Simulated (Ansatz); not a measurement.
# BH: single points with varied inputs

How do the results and run time of BH respond when the settings are drawn wide?

Computed with Ansatz 0.2.0, Gaussian basis. Level: the settings change from run to run.

## 1. The relaxed structure

An earlier PBE0-D4 in a triple-zeta def2 set relaxation fixed the geometry.

SMILES `[BH]`, 2 atoms, charge 0, spin multiplicity 1.

Atoms are counted from 1 here; the program's logs count them from 0.

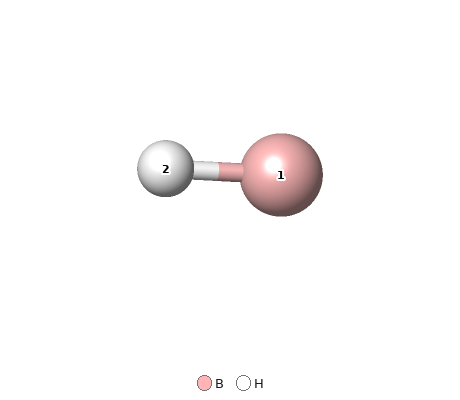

The structure; boron pink, hydrogen white; atoms are numbered from 1 in the order of the file.

## 2. wB97X-V/STO-3G

This run has the search for lower states set to full.

in.yaml reads:

```yaml
crystal:
  periodic: [false, false, false]
  atoms:
    - {symbol: B, position_ang: [0.000000, 0.000000, -0.004384]}
    - {symbol: H, position_ang: [-0.000000, -0.000000, 1.236784]}
basis:
  gaussian: {orbitals: STO-3G}
hamiltonian: {xc: {name: wB97X-V}}
scf: {lower_state_search: full}
```

Run with:

```sh
$ ansatz run in.yaml --threads 2 --pin off --events-out ev --progress --plain --max-ram 20480MiB --backend cpu
```

Log:

```text
Functional definition: wB97X-V
  name "wB97X-V"
  cite "Mardirossian & Head-Gordon, Phys. Chem. Chem. Phys. 16, 9904 (2014) doi:10.1039/C3CP54374A"
  cite "Becke, J. Chem. Phys. 107, 8554 (1997) doi:10.1063/1.475007"
  cite "Vydrov & Van Voorhis, J. Chem. Phys. 133, 244103 (2010) doi:10.1063/1.3521275"
  parameter omega = 0.3/bohr
  parameter cx = 0.167
  parameter cx1 = 0.603
  parameter cx2 = 1.194
  parameter css0 = 0.556
  parameter css1 = -0.257
  parameter cos0 = 1.219
  parameter cos1 = -1.850
  parameter b = 6.0
  parameter c = 0.01
  exchange = spin_sum(e_x_unif_sr(omega)*poly(b97_u_x, 1 - cx, cx1, cx2)) + cx*exact_x_sr(omega) + exact_x_lr(omega)
  correlation = spin_sum(e_c_pw_same_spin*poly(b97_u_same, css0, css1))
      + integral(e_c_pw_opposite_spin*poly(b97_u_opposite, cos0, cos1)) + vv10(b, c)
72 factors; integrals over basis functions are off by at most 9.2e-7 eV
31 factors; integrals over basis functions are off by at most 3.0e-6 eV
mean field evaluation 1: about -677.7206 eV, gradient 6.1e0 eV
mean field evaluation 2: about -677.7114 eV, gradient 6.1e0 eV
mean field evaluation 4: about -677.8776 eV, gradient 7.7e-2 eV
mean field evaluation 8: about -677.8774 eV, gradient 1.9e-5 eV
mean field -677.87740222 eV, -24.9115350498 hartree, gradient 1.9e-5 eV, S^2 0.000000; 0 other end points of the search recorded, 0 dependent functions left out
reference -677.87740160 eV, -24.9115350270 hartree; 3, 3 occupied and 3, 3 virtual orbitals, 72 factors
Total energy: -677.87740160 eV, -24.9115350270 hartree
```

It took 0.36 s on 2 threads of AMD EPYC 7R13, shared host.

## 3. r2SCAN50/pcseg-2

Options: D3(BJ) dispersion, relativity set to none, high accuracy.

in.yaml reads:

```yaml
crystal:
  periodic: [false, false, false]
  atoms:
    - {symbol: B, position_ang: [0.000000, 0.000000, -0.004384]}
    - {symbol: H, position_ang: [-0.000000, -0.000000, 1.236784]}
basis:
  gaussian: {orbitals: pcseg-2}
hamiltonian: {xc: {name: r2SCAN50}, dispersion: d3bj, pseudopotentials: {relativity: none}}
accuracy: high
```

Launched as before.

Log, cut to the lines that bear on the results:

```text
Warning: the engine holds no damping parameters fitted to this dispersion correction and functional, so the run takes those fitted to r2scan50 beside the three-body term, which d3bj leaves out (hamiltonian.dispersion, under Limitations)
Functional definition: r2SCAN50
  name "r2SCAN50"
  cite "Bursch, Neugebauer, Ehlert & Grimme, J. Chem. Phys. 156, 134105 (2022) doi:10.1063/5.0086040"
  cite "Furness, Kaplan, Ning, Perdew & Sun, J. Phys. Chem. Lett. 11, 8208 (2020) doi:10.1021/acs.jpclett.0c02405"
  cite "Furness, Kaplan, Ning, Perdew & Sun, J. Phys. Chem. Lett. 11, 9248 (2020) doi:10.1021/acs.jpclett.0c03077"
  parent r2scan
[...]
585 factors; integrals over basis functions are off by at most 3.0e-9 eV
[...]
mean field -687.48212613 eV, -25.2645021431 hartree, gradient 7.8e-8 eV, S^2 0.000000; 0 other end points of the search recorded, 0 dependent functions left out
reference -687.48212651 eV, -25.2645021573 hartree; 3, 3 occupied and 41, 41 virtual orbitals, 585 factors
Total energy: -687.48450441 eV, -25.2645895434 hartree
```

It took 0.76 s on 2 threads of AMD EPYC 7R13, shared host.

## 4. PBE-QIDH/aug-pcseg-2

This run has high accuracy.

in.yaml reads:

```yaml
crystal:
  periodic: [false, false, false]
  atoms:
    - {symbol: B, position_ang: [0.000000, 0.000000, -0.004384]}
    - {symbol: H, position_ang: [-0.000000, -0.000000, 1.236784]}
basis:
  gaussian: {orbitals: aug-pcseg-2}
hamiltonian: {xc: {name: PBE-QIDH}}
accuracy: high
output: {forces: true}
```

The command is unchanged.

Log, cut to the lines that bear on the results:

```text
Functional definition: PBE-QIDH
  name "PBE-QIDH"
  cite "Brémond, Sancho-García, Pérez-Jiménez & Adamo, J. Chem. Phys. 141, 031101 (2014) doi:10.1063/1.4890314"
  cite "Perdew, Burke & Ernzerhof, Phys. Rev. Lett. 77, 3865 (1996) doi:10.1103/PhysRevLett.77.3865"
[...]
895 factors; integrals over basis functions are off by at most 3.2e-9 eV
[...]
mean field -686.11150363 eV, -25.2141326954 hartree, gradient 5.1e-8 eV, S^2 0.000000; 0 other end points of the search recorded, 0 dependent functions left out; unrestricted orbitals would lower it
1 core orbitals not correlated: weight in the atoms' cores, before any rotation towards them, 1.000 or more for the frozen orbitals, at most 0.000 for the correlated occupied ones
reference -686.11150477 eV, -25.2141327371 hartree; 2, 2 occupied and 66, 66 virtual orbitals, 895 factors
second order -2.27211102 eV of doubles, -0.00000000 eV of singles
[...]
Total energy: -686.86887511 eV, -25.2419655838 hartree
Atom 0 at     0.000000     0.000000    -0.004384 Å, force     0.000000     0.000000     0.243219 eV/Å
Atom 1 at    -0.000000    -0.000000     1.236784 Å, force    -0.000000    -0.000000    -0.243219 eV/Å
Dipole moment:     0.000000     0.000000     0.333504 e Å
```

Run time: 1.9 s. Hardware: 2 threads of AMD EPYC 7R13, shared host.

Largest force 0.243 eV/Å, dipole 1.60 D.

## 5. PBE-QIDH/def2-SVP

Options: atoms shaken by 0.03 Å, density fitting with cc-pVTZ-jkfit, a grid of angular degree 47, the search for lower states set to off.

in.yaml reads:

```yaml
crystal:
  periodic: [false, false, false]
  atoms:
    - {symbol: B, position_ang: [-0.014877, -0.008544, -0.035740]}
    - {symbol: H, position_ang: [0.016599, 0.065354, 1.256423]}
basis:
  gaussian: {orbitals: def2-SVP, fitting: {mean_field: cc-pVTZ-jkfit}, final_grid: {core_spheres: 20, valence_spheres: 16, degree: 47}}
hamiltonian: {xc: {name: PBE-QIDH}}
scf: {lower_state_search: off}
output: {forces: true}
```

Launched as before.

Log, cut to the lines that bear on the results:

```text
Functional definition: PBE-QIDH
  name "PBE-QIDH"
  cite "Brémond, Sancho-García, Pérez-Jiménez & Adamo, J. Chem. Phys. 141, 031101 (2014) doi:10.1063/1.4890314"
  cite "Perdew, Burke & Ernzerhof, Phys. Rev. Lett. 77, 3865 (1996) doi:10.1103/PhysRevLett.77.3865"
[...]
109 factors; integrals over basis functions are off by at most 1.6e-1 eV
[...]
mean field -685.28946218 eV, -25.1839232294 hartree, gradient 3.9e-6 eV, S^2 0.000000; 0 other end points of the search recorded, 0 dependent functions left out; unrestricted orbitals would lower it
1 core orbitals not correlated: weight in the atoms' cores, before any rotation towards them, 1.000 or more for the frozen orbitals, at most 0.000 for the correlated occupied ones
reference -685.28946945 eV, -25.1839234965 hartree; 2, 2 occupied and 16, 16 virtual orbitals, 109 factors
second order -1.91603529 eV of doubles, -0.00000000 eV of singles
[...]
Total energy: -685.92814788 eV, -25.2073944959 hartree
Atom 0 at    -0.014877    -0.008544    -0.035740 Å, force     0.024788     0.058197     1.017614 eV/Å
Atom 1 at     0.016599     0.065354     1.256423 Å, force    -0.024788    -0.058197    -1.017614 eV/Å
Dipole moment:     0.007578     0.017792     0.311114 e Å
Checks for a lower state left out: starts, cluster_reference, orbital_swaps, neighbouring_geometries, increment
```

Run time: 0.56 s. Hardware: 2 threads of AMD EPYC 7R13, shared host.

Largest force 1.020 eV/Å, dipole 1.50 D.

## 6. PBE0-DH/aug-cc-pVDZ

This run has atoms shaken by 0.08 Å.

in.yaml reads:

```yaml
crystal:
  periodic: [false, false, false]
  atoms:
    - {symbol: B, position_ang: [0.011614, -0.148086, 0.136120]}
    - {symbol: H, position_ang: [-0.057795, -0.009935, 1.309635]}
basis:
  gaussian: {orbitals: aug-cc-pVDZ}
hamiltonian: {xc: {name: PBE0-DH}}
output: {forces: true}
```

Launched as before.

Log, cut to the lines that bear on the results:

```text
Functional definition: PBE0-DH
  name "PBE0-DH"
  cite "Brémond & Adamo, J. Chem. Phys. 135, 024106 (2011) doi:10.1063/1.3604569"
  cite "Perdew, Burke & Ernzerhof, Phys. Rev. Lett. 77, 3865 (1996) doi:10.1103/PhysRevLett.77.3865"
[...]
315 factors; integrals over basis functions are off by at most 3.3e-4 eV
[...]
mean field -686.63342572 eV, -25.2333129782 hartree, gradient 3.9e-6 eV, S^2 0.000000; 0 other end points of the search recorded, 0 dependent functions left out; unrestricted orbitals would lower it
1 core orbitals not correlated: weight in the atoms' cores, before any rotation towards them, 1.000 or more for the frozen orbitals, at most 0.000 for the correlated occupied ones
reference -686.63344624 eV, -25.2333137323 hartree; 2, 2 occupied and 29, 29 virtual orbitals, 315 factors
second order -2.21692674 eV of doubles, -0.00000000 eV of singles
[...]
Total energy: -686.91056208 eV, -25.2434975516 hartree
Atom 0 at     0.011614    -0.148086     0.136120 Å, force     0.083155    -0.165510    -1.405916 eV/Å
Atom 1 at    -0.057795    -0.009935     1.309635 Å, force    -0.083155     0.165510     1.405916 eV/Å
Dipole moment:    -0.021497     0.042787     0.363454 e Å
```

It took 0.36 s on 2 threads of AMD EPYC 7R13, shared host.

Largest force 1.418 eV/Å, dipole 1.76 D.

## 7. B97/def2-TZVPP

This run has density fitting with def2-universal-jkfit.

in.yaml reads:

```yaml
crystal:
  periodic: [false, false, false]
  atoms:
    - {symbol: B, position_ang: [0.000000, 0.000000, -0.004384]}
    - {symbol: H, position_ang: [-0.000000, -0.000000, 1.236784]}
basis:
  gaussian: {orbitals: def2-TZVPP, fitting: {mean_field: def2-universal-jkfit}}
hamiltonian: {xc: {name: B97}}
```

The command is unchanged.

Log, cut to the lines that bear on the results:

```text
Functional definition: B97
  name "B97"
  cite "Becke, J. Chem. Phys. 107, 8554 (1997) doi:10.1063/1.475007"
[...]
      + integral(e_c_pw_opposite_spin*poly(b97_u_opposite, cos0, cos1, cos2))
93 factors; integrals over basis functions are off by at most 1.1e0 eV
[...]
mean field -688.11204137 eV, -25.2876511012 hartree, gradient 2.9e-5 eV, S^2 0.000000; 0 other end points of the search recorded, 0 dependent functions left out
reference -688.11205928 eV, -25.2876517595 hartree; 3, 3 occupied and 42, 42 virtual orbitals, 93 factors
Total energy: -688.11205928 eV, -25.2876517595 hartree
```

Wall time 0.36 s (2 threads of AMD EPYC 7R13, shared host).

## 8. B97M-V/aug-cc-pVDZ

Set apart from the defaults: density fitting with cc-pVTZ-jkfit, high accuracy.

in.yaml reads:

```yaml
crystal:
  periodic: [false, false, false]
  atoms:
    - {symbol: B, position_ang: [0.000000, 0.000000, -0.004384]}
    - {symbol: H, position_ang: [-0.000000, -0.000000, 1.236784]}
basis:
  gaussian: {orbitals: aug-cc-pVDZ, fitting: {mean_field: cc-pVTZ-jkfit}}
hamiltonian: {xc: {name: B97M-V}}
accuracy: high
```

The command is unchanged.

Log, cut to the lines that bear on the results:

```text
Functional definition: B97M-V
  name "B97M-V"
  cite "Mardirossian & Head-Gordon, J. Chem. Phys. 142, 074111 (2015) doi:10.1063/1.4907719"
  cite "Becke, J. Chem. Phys. 107, 8554 (1997) doi:10.1063/1.475007"
  cite "Vydrov & Van Voorhis, J. Chem. Phys. 133, 244103 (2010) doi:10.1063/1.3521275"
  # Of w^i u^j: cxij and so on, Table III.
[...]
  gx(w, u) = cx00 + cx01*u + cx02*u^2 + (cx10 + cx11*u)*w
  gss(w, u) = css00 + css02*u^2 + css10*w + (css32*w^3 + css42*w^4)*u^2
  gos(w, u) = cos00 + cos01*u + cos03*u^3 + cos10*w + cos32*w^3*u^2
[...]
      + integral(e_c_pw_mod_opposite_spin*gos(b97_w_opposite, b97_u_opposite)) + vv10(b, c)
109 factors; integrals over basis functions are off by at most 4.0e-1 eV
[...]
mean field -688.35744846 eV, -25.2966696453 hartree, gradient 3.1e-9 eV, S^2 0.000000; 0 other end points of the search recorded, 0 dependent functions left out
reference -688.35745604 eV, -25.2966699242 hartree; 3, 3 occupied and 29, 29 virtual orbitals, 109 factors
Total energy: -688.35745604 eV, -25.2966699242 hartree
```

Wall time 1.7 s (2 threads of AMD EPYC 7R13, shared host).

## 9. PBEsol/x2c-TZVPPall

This run has a point charge of 0.50 e beside it, D3(BJ) dispersion, high accuracy, the search for lower states set to off.

in.yaml reads:

```yaml
crystal:
  periodic: [false, false, false]
  atoms:
    - {symbol: B, position_ang: [0.000000, 0.000000, -0.004384]}
    - {symbol: H, position_ang: [-0.000000, -0.000000, 1.236784]}
basis:
  gaussian: {orbitals: x2c-TZVPPall, point_charges: [{charge: 0.50, position_ang: [4.454, -0.971, -0.982]}]}
hamiltonian: {xc: {name: PBEsol}, dispersion: d3bj}
accuracy: high
scf: {lower_state_search: off}
output: {forces: true}
```

The command is unchanged.

Log, cut to the lines that bear on the results:

```text
Functional definition: PBEsol
  name "PBEsol"
  cite "Perdew et al., Phys. Rev. Lett. 100, 136406 (2008) doi:10.1103/PhysRevLett.100.136406"
  cite "Perdew, Burke & Ernzerhof, Phys. Rev. Lett. 77, 3865 (1996) doi:10.1103/PhysRevLett.77.3865"
  parent pbesol
[...]
594 factors; integrals over basis functions are off by at most 3.1e-9 eV
[...]
mean field -683.12020357 eV, -25.1042044457 hartree, gradient 3.7e-8 eV, S^2 0.000000; 0 other end points of the search recorded, 0 dependent functions left out
[...]
reference -683.12020605 eV, -25.1042045368 hartree; 3, 3 occupied and 42, 42 virtual orbitals, 594 factors
Total energy: -683.12269961 eV, -25.1042961735 hartree
Relativity: scalar
Atom 0 at     0.000000     0.000000    -0.004384 Å, force     0.130029    -0.028347    -0.240761 eV/Å
Atom 1 at    -0.000000    -0.000000     1.236784 Å, force    -0.112882     0.024609     0.268454 eV/Å
Dipole moment:    -0.072599     0.015827     0.342783 e Å
Checks for a lower state left out: stability, starts, cluster_reference, orbital_swaps, neighbouring_geometries, increment
```

Wall time 0.71 s (2 threads of AMD EPYC 7R13, shared host).

Largest force 0.292 eV/Å, dipole 1.68 D.

## 10. PBE0-DH/aug-cc-pVDZ

Set apart from the defaults: density fitting with cc-pVTZ-jkfit, the search for lower states set to full.

in.yaml reads:

```yaml
crystal:
  periodic: [false, false, false]
  atoms:
    - {symbol: B, position_ang: [0.000000, 0.000000, -0.004384]}
    - {symbol: H, position_ang: [-0.000000, -0.000000, 1.236784]}
basis:
  gaussian: {orbitals: aug-cc-pVDZ, fitting: {mean_field: cc-pVTZ-jkfit}}
hamiltonian: {xc: {name: PBE0-DH}}
scf: {lower_state_search: full}
output: {forces: true}
```

Same command.

Log, cut to the lines that bear on the results:

```text
Functional definition: PBE0-DH
  name "PBE0-DH"
  cite "Brémond & Adamo, J. Chem. Phys. 135, 024106 (2011) doi:10.1063/1.3604569"
  cite "Perdew, Burke & Ernzerhof, Phys. Rev. Lett. 77, 3865 (1996) doi:10.1103/PhysRevLett.77.3865"
[...]
109 factors; integrals over basis functions are off by at most 4.0e-1 eV
[...]
mean field -686.67297094 eV, -25.2347662383 hartree, gradient 3.3e-6 eV, S^2 0.000000; 0 other end points of the search recorded, 0 dependent functions left out; unrestricted orbitals would lower it
1 core orbitals not correlated: weight in the atoms' cores, before any rotation towards them, 1.000 or more for the frozen orbitals, at most 0.000 for the correlated occupied ones
reference -686.67299176 eV, -25.2347670034 hartree; 2, 2 occupied and 29, 29 virtual orbitals, 109 factors
second order -2.23717903 eV of doubles, -0.00000000 eV of singles
[...]
Total energy: -686.95263914 eV, -25.2450438550 hartree
Atom 0 at     0.000000     0.000000    -0.004384 Å, force    -0.000000    -0.000000    -0.109246 eV/Å
Atom 1 at    -0.000000    -0.000000     1.236784 Å, force     0.000000     0.000000     0.109246 eV/Å
Dipole moment:     0.000000     0.000000     0.331277 e Å
```

Run time: 0.36 s. Hardware: 2 threads of AMD EPYC 7R13, shared host.

Largest force 0.109 eV/Å, dipole 1.59 D.

## 11. The runs in one table

| level | charge | multiplicity | geometry | functions | energy (eV) | time |
| --- | --- | --- | --- | --- | --- | --- |
| wB97X-V/STO-3G | 0 | 1 | relaxed | 6 | -677.877 | 0.36 s |
| r2SCAN50/pcseg-2 | 0 | 1 | relaxed | 44 | -687.485 | 0.76 s |
| PBE-QIDH/aug-pcseg-2 | 0 | 1 | relaxed | 69 | -686.869 | 1.9 s |
| PBE-QIDH/def2-SVP | 0 | 1 | shaken | 19 | -685.928 | 0.56 s |
| PBE0-DH/aug-cc-pVDZ | 0 | 1 | shaken | 32 | -686.911 | 0.36 s |
| B97/def2-TZVPP | 0 | 1 | relaxed | 45 | -688.112 | 0.36 s |
| B97M-V/aug-cc-pVDZ | 0 | 1 | relaxed | 32 | -688.357 | 1.7 s |
| PBEsol/x2c-TZVPPall | 0 | 1 | relaxed, point charge | 45 | -683.123 | 0.71 s |
| PBE0-DH/aug-cc-pVDZ | 0 | 1 | relaxed | 32 | -686.953 | 0.36 s |

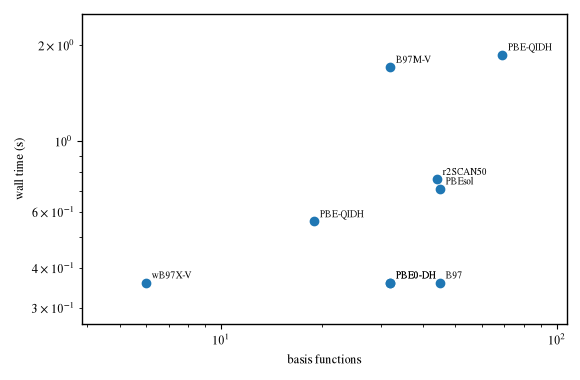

Wall time against the number of basis functions (shared host).

## 12. Summary of results

```
                                         quantity                        value
                                             runs                            9
                                         quickest       wB97X-V/STO-3G, 0.36 s
                                          slowest  PBE-QIDH/aug-pcseg-2, 1.9 s
spread of total energies, same state and geometry                      10.5 eV
                  dipole, same state and geometry               1.59 to 1.60 D
```

PBE-QIDH/aug-pcseg-2 took 5 times as long as wB97X-V/STO-3G. The jobs differ in tasks and options as well as level. The totals spread over 10 eV; they can't be compared across methods or bases. At the PBE0-D4/def2-TZVP geometry and in the same state, runs without warnings or point charges leave forces up to 0.24 eV/Å (PBE-QIDH/aug-pcseg-2), against 1.4 eV/Å where the atoms were moved.
